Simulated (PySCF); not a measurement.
# Run report: SiPH$_{4}$Cl, geometry relaxation

SiPH$_{4}$Cl, computed with PBE0-D3(BJ)/def2-SVP geometry optimisation, gas phase (PySCF 2.14.0).

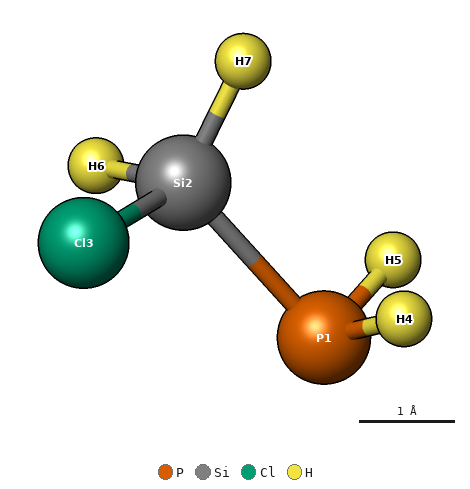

Fig. 1: The input geometry (ball-and-stick view, seen at a tilt; atoms are numbered from 1 in the order of the input). Bond lengths as drawn: Cl–Si 2.02 Å, H–P 1.36 to 1.38 Å, H–Si 1.46 to 1.47 Å and P–Si 2.27 Å.

Summary:

```tsv
quantity	value
outcome	converged
total energy	−1092.749903 hartree
dipole moment	1.81 D
point group	C1
hardware	1 CPU thread, shared host
wall time	14 s
peak memory	0.33 GiB
```

Input:
```
{"job": {"xc": "PBE0", "basis": "def2-SVP", "d3": "d3bj", "grid": 1, "shake": 0.01, "kind": "geom"}, "charge": 0, "multiplicity": 1}
P      1.355720    -0.178120    -0.671320
Si    -0.766620     0.212130     0.027030
Cl    -1.938980    -1.259250    -0.718170
H      1.593670    -1.244550     0.139830
H      1.905780     0.718220     0.217130
H     -1.201820     1.500800    -0.528180
H     -0.913800     0.221670     1.483760
```

The first line tells a small driver script what to run in PySCF; the rest is the geometry in Å.

Launched with:
```bash
OMP_NUM_THREADS=1 python <driver script> task.json out
```

Log:
```
step   0  E = -1092.74518056  max force = 0.034854
step   1  E = -1092.74939708  max force = 0.008506
step   2  E = -1092.74984460  max force = 0.002962
step   3  E = -1092.74989989  max force = 0.000706
step   4  E = -1092.74990397  max force = 0.000507
step   5  E = -1092.74989773  max force = 0.001138
step   6  E = -1092.74989395  max force = 0.001242
step   7  E = -1092.74989774  max force = 0.000681
step   8  E = -1092.74989774  max force = 0.000755
step   9  E = -1092.74990065  max force = 0.000455
step  10  E = -1092.74990323  max force = 0.000274
optimisation converged
```

Trajectory as extended XYZ (Å, eV, eV/Å), 11 frames, from step=0 to step=10:
```
7
Properties=species:S:1:pos:R:3:forces:R:3 step=0 energy=-29735.11093
P     1.3557   -0.1781   -0.6713   -0.7540   0.5436  -1.7923
Si   -0.7666    0.2121    0.0270    0.8798   0.2038  -0.0007
Cl   -1.9390   -1.2592   -0.7182   -0.5915  -0.7072  -0.3599
H     1.5937   -1.2446    0.1398    0.1363  -1.3319   0.9961
H     1.9058    0.7182    0.2171    0.4893   0.8950   0.7734
H    -1.2018    1.5008   -0.5282   -0.0929   0.3707  -0.1411
H    -0.9138    0.2217    1.4838   -0.0669   0.0260   0.5245
7
Properties=species:S:1:pos:R:3:forces:R:3 step=1 energy=-29735.22567
P    -0.1224   -1.2245   -1.7897    0.1599  -0.1515   0.4374
Si   -2.2078   -0.8829   -0.9932   -0.2957  -0.2069  -0.1425
Cl   -3.4448   -2.3945   -1.7522    0.2537   0.2869   0.1461
H     0.1230   -2.3488   -0.9073   -0.0674   0.3418  -0.2377
H     0.4495   -0.2580   -0.8771   -0.1303  -0.2151  -0.1749
H    -2.6993    0.4277   -1.5096    0.0187  -0.0239  -0.0016
H    -2.3465   -0.9001    0.4926    0.0611  -0.0312  -0.0267
7
Properties=species:S:1:pos:R:3:forces:R:3 step=2 energy=-29735.23784
P    -0.1260   -1.2316   -1.7875    0.0432  -0.0391   0.0866
Si   -2.2084   -0.8800   -0.9955   -0.1523  -0.1242  -0.0854
Cl   -3.4360   -2.3853   -1.7462    0.1034   0.1343   0.0669
H     0.1111   -2.3363   -0.9066   -0.0189   0.0590  -0.0439
H     0.4360   -0.2741   -0.8799   -0.0114  -0.0256  -0.0330
H    -2.6965    0.4306   -1.5108    0.0055   0.0015   0.0034
H    -2.3287   -0.9045    0.4900    0.0306  -0.0059   0.0053
7
Properties=species:S:1:pos:R:3:forces:R:3 step=3 energy=-29735.23935
P    -0.1276   -1.2380   -1.7870    0.0016   0.0045  -0.0315
Si   -2.2104   -0.8793   -0.9977   -0.0363  -0.0329  -0.0211
Cl   -3.4385   -2.3754   -1.7420    0.0140   0.0318   0.0151
H     0.1023   -2.3351   -0.9033    0.0016  -0.0271   0.0215
H     0.4361   -0.2802   -0.8859    0.0087   0.0156   0.0065
H    -2.6945    0.4339   -1.5093    0.0015   0.0047   0.0050
H    -2.3158   -0.9071    0.4889    0.0089   0.0033   0.0044
7
Properties=species:S:1:pos:R:3:forces:R:3 step=4 energy=-29735.23946
P    -0.1287   -1.2438   -1.7890   -0.0033   0.0007  -0.0261
Si   -2.2107   -0.8785   -0.9981    0.0038   0.0004   0.0004
Cl   -3.4452   -2.3675   -1.7388   -0.0105   0.0014   0.0012
H     0.0986   -2.3388   -0.9012    0.0020  -0.0177   0.0154
H     0.4378   -0.2834   -0.8916    0.0038   0.0082   0.0038
H    -2.6912    0.4372   -1.5068    0.0021   0.0040   0.0034
H    -2.3090   -0.9064    0.4891    0.0021   0.0029   0.0019
7
Properties=species:S:1:pos:R:3:forces:R:3 step=5 energy=-29735.23929
P    -0.1328   -1.2609   -1.7962   -0.0100  -0.0119   0.0002
Si   -2.2096   -0.8751   -0.9972    0.0585   0.0471   0.0290
Cl   -3.4663   -2.3453   -1.7283   -0.0408  -0.0377  -0.0153
H     0.0898   -2.3501   -0.8976    0.0003   0.0073  -0.0051
H     0.4419   -0.2948   -0.9088   -0.0047  -0.0082  -0.0060
H    -2.6785    0.4473   -1.4994    0.0039   0.0028  -0.0010
H    -2.2929   -0.9023    0.4912   -0.0071   0.0005  -0.0018
7
Properties=species:S:1:pos:R:3:forces:R:3 step=6 energy=-29735.23919
P    -0.1364   -1.2729   -1.8020   -0.0112  -0.0170   0.0171
Si   -2.2078   -0.8716   -0.9954    0.0639   0.0539   0.0323
Cl   -3.4813   -2.3302   -1.7194   -0.0407  -0.0403  -0.0157
H     0.0841   -2.3589   -0.8978   -0.0018   0.0184  -0.0158
H     0.4448   -0.3045   -0.9204   -0.0071  -0.0159  -0.0125
H    -2.6683    0.4548   -1.4949    0.0052   0.0014  -0.0024
H    -2.2835   -0.8978    0.4935   -0.0083  -0.0006  -0.0030
7
Properties=species:S:1:pos:R:3:forces:R:3 step=7 energy=-29735.23929
P    -0.1384   -1.2786   -1.8056   -0.0060  -0.0209   0.0350
Si   -2.2057   -0.8693   -0.9935    0.0258   0.0268   0.0148
Cl   -3.4898   -2.3236   -1.7138   -0.0116  -0.0100  -0.0014
H     0.0825   -2.3643   -0.9002   -0.0052   0.0269  -0.0242
H     0.4457   -0.3102   -0.9253   -0.0067  -0.0207  -0.0194
H    -2.6618    0.4587   -1.4933    0.0063  -0.0004  -0.0025
H    -2.2809   -0.8938    0.4954   -0.0026  -0.0017  -0.0024
7
Properties=species:S:1:pos:R:3:forces:R:3 step=8 energy=-29735.23929
P    -0.1414   -1.2863   -1.8097   -0.0053  -0.0201   0.0388
Si   -2.2037   -0.8663   -0.9915    0.0062   0.0138   0.0064
Cl   -3.4997   -2.3141   -1.7067    0.0031   0.0035   0.0047
H     0.0789   -2.3706   -0.9026   -0.0063   0.0257  -0.0248
H     0.4474   -0.3180   -0.9324   -0.0043  -0.0207  -0.0215
H    -2.6540    0.4637   -1.4911    0.0065  -0.0006  -0.0022
H    -2.2758   -0.8896    0.4975    0.0001  -0.0016  -0.0014
7
Properties=species:S:1:pos:R:3:forces:R:3 step=9 energy=-29735.23937
P    -0.1431   -1.2891   -1.8110   -0.0064  -0.0141   0.0234
Si   -2.2029   -0.8647   -0.9901   -0.0073   0.0026  -0.0003
Cl   -3.5023   -2.3112   -1.7039    0.0102   0.0127   0.0088
H     0.0772   -2.3727   -0.9044   -0.0048   0.0119  -0.0144
H     0.4484   -0.3217   -0.9353    0.0011  -0.0130  -0.0163
H    -2.6508    0.4658   -1.4906    0.0052   0.0004  -0.0013
H    -2.2749   -0.8875    0.4988    0.0020  -0.0005   0.0002
7
Properties=species:S:1:pos:R:3:forces:R:3 step=10 energy=-29735.23944
P    -0.1438   -1.2891   -1.8108   -0.0075  -0.0118   0.0111
Si   -2.2031   -0.8643   -0.9896   -0.0063   0.0015  -0.0017
Cl   -3.5008   -2.3119   -1.7043    0.0081   0.0141   0.0100
H     0.0764   -2.3724   -0.9045   -0.0029   0.0034  -0.0078
H     0.4491   -0.3223   -0.9361    0.0041  -0.0069  -0.0110
H    -2.6507    0.4661   -1.4904    0.0033   0.0003  -0.0010
H    -2.2755   -0.8872    0.4993    0.0012  -0.0005   0.0004
```

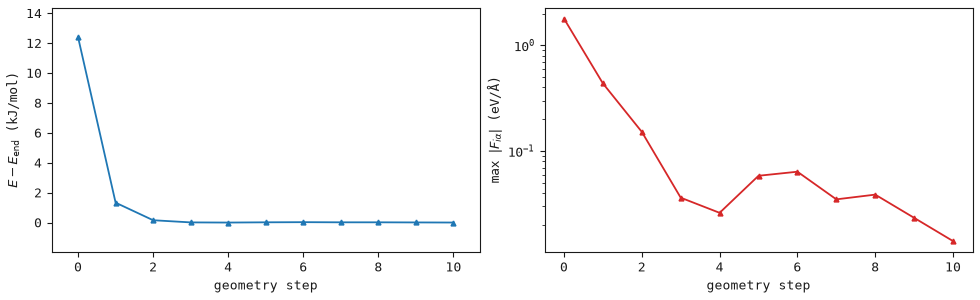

Fig. 2: Progress of the relaxation, step by step (steps are counted from 0).

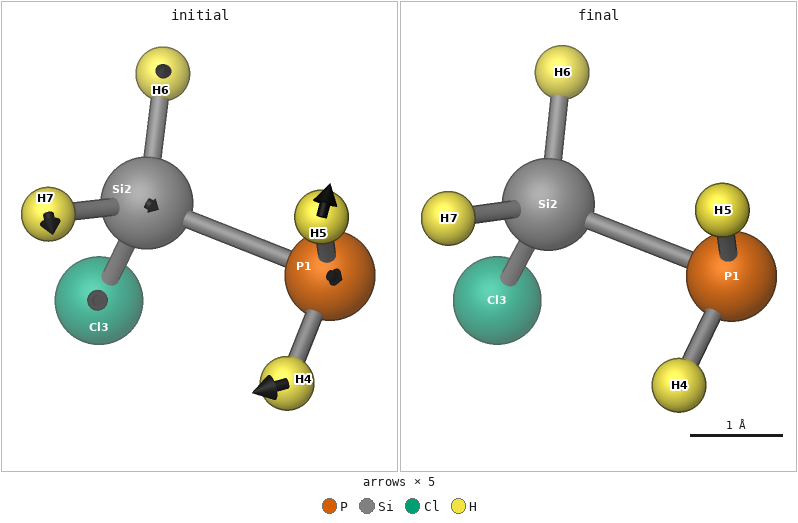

Fig. 3: Before (left) and after (right) the relaxation, at one scale (ball-and-stick view, seen at a tilt). The black arrows give the displacements, magnified 5 times. The energy falls by 12.4 kJ/mol in 10 geometry steps. The largest force component goes from 1.8 to 0.014 eV/Å. The atom that moves furthest after the best rigid fit is H4 (0.085 Å). Largest moves by element: H 0.085 Å, Cl 0.052 Å, P 0.038 Å, Si 0.031 Å. Among the contacts that change: P1–H4 1.361 → 1.429 Å, P1–H5 1.377 → 1.432 Å, Si2–Cl3 2.024 → 2.071 Å, Si2–H7 1.464 → 1.491 Å. Among the angles that change: Si2–P1–H4 96.6° → 93.0°. (Atoms are counted from 1 in the order of the input.)
